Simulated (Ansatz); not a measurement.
The relaxed structure here is a generated cell of ZrS2: the first start was made by placing the elements on the sites of a structure type, and the end was not matched to a known phase here, so it may be hypothetical. Known forms of ZrS2 include space group No. 164.

The end point of a relaxation of ZrS2. These are PBEsol (plane waves to 420 eV, PAW, scalar-relativistic; Ansatz, a quantum-chemistry and plane-wave program) values and carry that method's errors.

P4₂/nmc, origin choice 1 (No. 137), tP6; a = b = 4.368 Å, c = 6.295 Å, α = β = γ = 90.00°.

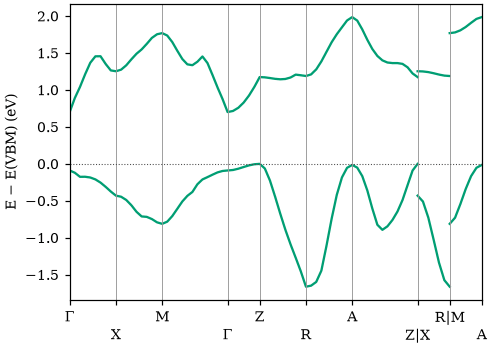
Highest filled and lowest empty band along the path of this cell's Brillouin zone

Task: Read off the gap and say whether it is direct.

Result: 0.70 eV, indirect (valence top at Z, conduction bottom at Γ) (no spin-orbit coupling).

Task: How far does the top valence band disperse along this path?

Result: About 1.7 eV.

No spin polarisation in the result.

The run could not lose the symmetry of its start: the end is stationary, and may be a saddle point rather than a minimum.

It was reached from a disturbed copy of a Fm-3m (No. 225) cell (fluorite type), against which it lies -0.06 eV/atom.
